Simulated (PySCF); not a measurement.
# One shape, several levels: C2H8OSi (SMILES CC[SiH2]O)

We compute a comparison of 6 runs (BHLYP/cc-pVDZ, BLYP/cc-pVDZ, M06-2X/cc-pVDZ, r2SCAN/cc-pVDZ, revPBE/cc-pVDZ, CCSD(T)/cc-pVDZ) of C2H8OSi. The job is set up through a Python script.

Program for the calculation: PySCF 2.14.0.

2 further runs of the same task are left out: 2 set aside as unsound or not needed. Runs told in other sessions of the task aren't counted.

## Step 1: The molecule

C2H8OSi: 12 atoms, total charge 0, spin state singlet. SMILES: `CC[SiH2]O`. The C1–C2 distance was set to 2.748 Å, away from the relaxed value. At this shape a bond of the SMILES string is far longer than usual.

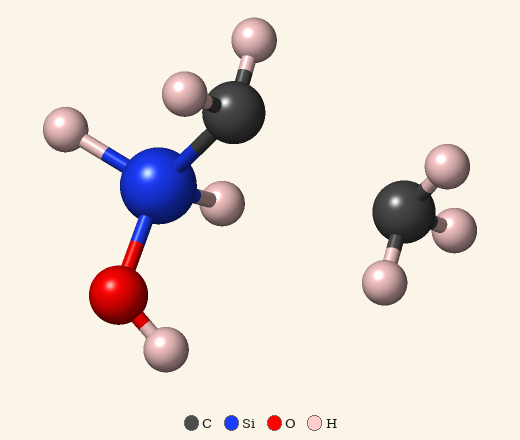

Viewed from a chosen angle; carbon dark grey, silicon blue, oxygen red, hydrogen pink.

## Step 2: A single-point energy at BHLYP/cc-pVDZ (run 1)

job.py reads:

```python
from pyscf import gto, dft

system = gto.M(
    atom='''
C     -4.681114    -0.171995    -1.457379
C     -0.364906    -1.124765     1.267250
Si     2.547540     0.261160    -0.167430
O      2.377275     3.368815    -0.433881
H     -4.535038    -0.901808    -3.385656
H     -5.053579     1.856437    -1.586448
H     -6.342939    -1.041647    -0.593397
H     -0.551989    -0.398543     3.196850
H     -0.058770    -3.166803     1.449798
H      2.940036    -0.894785    -2.712702
H      4.782141    -0.236027     1.453388
H      1.413704     4.039479    -1.810169
''',
    unit='bohr',
    spin=0,
    verbose=3,
    charge=0,
    basis='cc-pvdz',
    max_memory=1860,
)

ks = dft.RKS(system, xc='bhandhlyp')
ks.conv_tol = 1e-10
ks.grids.level = 5
ks.kernel()
if not ks.converged:
    ks = ks.newton().run(ks.mo_coeff, ks.mo_occ)

etot = ks.e_tot
print('Final energy', etot)
```

Run with:

```sh
$ OMP_NUM_THREADS=1 python job.py
```

Output:

```text
<dir> SyntaxWarning: invalid escape sequence '\W'
  S = {(paw_set(r)[0], bool(re.search(r"spin_orbit\W+true|paw_fr", str((r.get("files") or {}).get("input") or "")) or re.search("(?i)spin.orbit\W+(value\W+)?(true|yes)|value\W+spin-orbit", json.dumps(r.get("inputs"), default=str)))) for r in records}
converged SCF energy = -445.521811725868
Final energy -445.5218117258677
```

It took 37 s on 1 thread of Arm Neoverse V1, shared host; peak memory 0.52 GiB.

## Step 3: A single-point energy at BLYP/cc-pVDZ (run 2)

run.py reads:

```python
from pyscf import gto, dft

mol = gto.Mole()
mol.atom = '''
C       -2.477139      -0.091016      -0.771212
C       -0.193100      -0.595200       0.670600
Si       1.348100       0.138200      -0.088600
O        1.258000       1.782700      -0.229600
H       -2.399839      -0.477216      -1.791612
H       -2.674239       0.982384      -0.839512
H       -3.356539      -0.551216      -0.314012
H       -0.292100      -0.210900       1.691700
H       -0.031100      -1.675800       0.767200
H        1.555800      -0.473500      -1.435500
H        2.530600      -0.124900       0.769100
H        0.748100       2.137600      -0.957900
'''
mol.spin = 0
mol.basis = 'cc-pvdz'
mol.verbose = 4
mol.max_memory = 1860
mol.build()

calc0 = dft.RKS(mol, xc='blyp')
calc0.conv_tol = 1e-10
calc0.grids.level = 5
calc0.kernel()
if not calc0.converged:
    calc0 = calc0.newton().run(calc0.mo_coeff, calc0.mo_occ)

etot = calc0.e_tot
print(f'total energy: {etot:.8f} hartree')
```

Run with:

```sh
$ OMP_NUM_THREADS=1 python run.py
```

Output:

```text
<dir> SyntaxWarning: invalid escape sequence '\W'
  S = {(paw_set(r)[0], bool(re.search(r"spin_orbit\W+true|paw_fr", str((r.get("files") or {}).get("input") or "")) or re.search("(?i)spin.orbit\W+(value\W+)?(true|yes)|value\W+spin-orbit", json.dumps(r.get("inputs"), default=str)))) for r in records}

PySCF version 2.14.0

[... 90 lines left out ...]
converged SCF energy = -445.556173506683
total energy: -445.55617351 hartree
```

Wall time 38 s (1 thread of Arm Neoverse V1, shared host); peak memory 0.52 GiB.

Runs 3 to 4 aren't shown in full; the table further down has their settings and results.

## Step 4: The energy at revPBE/cc-pVDZ (run 5)

run.py reads:

```python
from pyscf import gto, dft

mol = gto.M(
    atom='''
C       -2.477139      -0.091016      -0.771212
C       -0.193100      -0.595200       0.670600
Si       1.348100       0.138200      -0.088600
O        1.258000       1.782700      -0.229600
H       -2.399839      -0.477216      -1.791612
H       -2.674239       0.982384      -0.839512
H       -3.356539      -0.551216      -0.314012
H       -0.292100      -0.210900       1.691700
H       -0.031100      -1.675800       0.767200
H        1.555800      -0.473500      -1.435500
H        2.530600      -0.124900       0.769100
H        0.748100       2.137600      -0.957900
''',
    spin=0,
    verbose=4,
    basis='cc-pvdz',
    max_memory=1860,
)

mf = dft.RKS(mol)
mf.xc = 'revpbe'
mf.conv_tol = 1e-10
mf.grids.level = 5
mf.kernel()
if not mf.converged:
    mf = mf.newton().run(mf.mo_coeff, mf.mo_occ)

etot = mf.e_tot
print('E = %.10f Eh' % etot)
```

Run with:

```sh
$ OMP_NUM_THREADS=1 python run.py
```

Output:

```text
<dir> SyntaxWarning: invalid escape sequence '\W'
  S = {(paw_set(r)[0], bool(re.search(r"spin_orbit\W+true|paw_fr", str((r.get("files") or {}).get("input") or "")) or re.search("(?i)spin.orbit\W+(value\W+)?(true|yes)|value\W+spin-orbit", json.dumps(r.get("inputs"), default=str)))) for r in records}

PySCF version 2.14.0

[... 88 lines left out ...]
converged SCF energy = -445.522301719571
E = -445.5223017196 Eh
```

Run time: 38 s. Hardware: 1 thread of Arm Neoverse V1, shared host; peak memory 0.52 GiB.

## Step 5: A single-point energy at CCSD(T)/cc-pVDZ (run 6)

calc.py reads:

```python
from pyscf import gto, cc

molecule = gto.M(
    atom='''
C   -2.477139  -0.091016  -0.771212
C   -0.193100  -0.595200   0.670600
Si   1.348100   0.138200  -0.088600
O    1.258000   1.782700  -0.229600
H   -2.399839  -0.477216  -1.791612
H   -2.674239   0.982384  -0.839512
H   -3.356539  -0.551216  -0.314012
H   -0.292100  -0.210900   1.691700
H   -0.031100  -1.675800   0.767200
H    1.555800  -0.473500  -1.435500
H    2.530600  -0.124900   0.769100
H    0.748100   2.137600  -0.957900
''',
    spin=0,
    basis='cc-pvdz',
    max_memory=1860,
    verbose=3,
    charge=0,
)

mf = molecule.RHF()
mf.conv_tol = 1e-10
mf.kernel()
if not mf.converged:
    mf = mf.newton().run(mf.mo_coeff, mf.mo_occ)

mycc = cc.CCSD(mf, frozen=8)
mycc.kernel()
e_t = mycc.ccsd_t()
etot = mycc.e_tot + e_t
print(f'total energy: {etot:.8f} hartree')
```

Run with:

```sh
$ OMP_NUM_THREADS=1 python calc.py
```

Output:

```text
<dir> SyntaxWarning: invalid escape sequence '\W'
  S = {(paw_set(r)[0], bool(re.search(r"spin_orbit\W+true|paw_fr", str((r.get("files") or {}).get("input") or "")) or re.search("(?i)spin.orbit\W+(value\W+)?(true|yes)|value\W+spin-orbit", json.dumps(r.get("inputs"), default=str)))) for r in records}
converged SCF energy = -444.057258824176
E(CCSD) = -444.7208738379687  E_corr = -0.6636150137923797
CCSD(T) correction = -0.0259699126373176
total energy: -444.74684375 hartree
```

Run time: 74 s. Hardware: 1 thread of Arm Neoverse V1, shared host; peak memory 0.68 GiB.

## Step 6: All runs side by side

| run | level | integration grid | frozen core orbitals | energy (Eh) | dipole moment (D) of the reference | HOMO energy (eV) | LUMO energy (eV) | wall time |
| --- | --- | --- | --- | --- | --- | --- | --- | --- |
| 1 | BHLYP/cc-pVDZ | 5 | – | -445.521812 | 1.72 | -7.65 | -1.67 | 37 s |
| 2 | BLYP/cc-pVDZ | 5 | – | -445.556174 | 1.50 | -5.87 | -3.40 | 38 s |
| 3 | M06-2X/cc-pVDZ | 5 | – | -445.516025 | 1.69 | -7.86 | -1.89 | 76 s |
| 4 | r2SCAN/cc-pVDZ | 5 | – | -445.510509 | 1.60 | -6.27 | -3.52 | 94 s |
| 5 | revPBE/cc-pVDZ | 5 | – | -445.522302 | 1.52 | -6.02 | -3.52 | 38 s |
| 6 | CCSD(T)/cc-pVDZ | – | 8 | -444.746844 | 1.88 | -8.63 | 0.97 | 74 s |

## Step 7: What came out

| quantity | value |
| --- | --- |
| run 6: total energy | -444.74684 Eh |
| run 6: dipole moment (Hartree–Fock density) | 1.88 D |
| run 6: HOMO energy (Hartree–Fock orbitals) | -8.63 eV |
| run 6: LUMO energy (Hartree–Fock orbitals) | 0.97 eV |
| run 6: HOMO–LUMO gap (Hartree–Fock orbitals) | 9.60 eV |
| run 6: correlation energy (8 core orbitals frozen) | -689.6 mEh |
| run 6: (T) correction | -25.97 mEh |
| run 6: T1 diagnostic | 0.015 |

What this shows: Over runs 1, 2, 3, 4, 5 the dipole moment (its size) runs from 1.50 D (BLYP/cc-pVDZ) to 1.72 D (BHLYP/cc-pVDZ). Over runs 1, 2, 3, 4, 5 the HOMO–LUMO gap runs from 2.47 eV (BLYP/cc-pVDZ) to 5.98 eV (BHLYP/cc-pVDZ). Totals of different functionals can't be ranked against each other. In all runs a closed-shell determinant meets a far-stretched bond; if it breaks into open shells, such a determinant describes it badly, and no broken-symmetry solution was shown. All runs together took 5.9 min, the longest 94 s.
